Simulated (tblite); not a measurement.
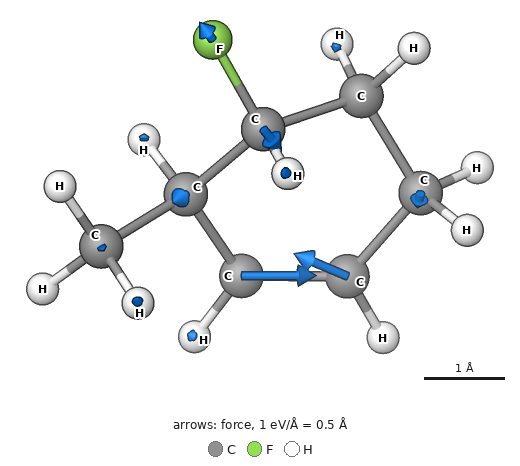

Starting geometry of C$_{7}$H$_{11}$F with the computed forces as blue arrows. Style: ball-and-stick. Shown at a tilt.

Computed with GFN2-xTB geometry optimisation, gas phase (tblite 0.8.0). 

What follows when this structure is relaxed?

Answer. It isn't relaxed: the largest force vector, on a C atom, is 1.94 eV/Å. The final displacements have little in common with the starting forces (cosine between the two patterns 0.20). An H atom moves most after the best rigid fit: 0.13 Å. Largest moves by element: H 0.13 Å, F 0.10 Å, C 0.04 Å. Some distances before and after: C–C 1.351 → 1.322 Å, C–F 1.363 → 1.386 Å, C–C 1.515 → 1.498 Å, C–C 1.540 → 1.529 Å. Bond angles that change, for instance: C–C–H 118.6° → 115.2°, C–C–C 112.5° → 110.0°, C–C–H 117.9° → 120.4°. The energy falls by 0.077 eV in 40 geometry steps.
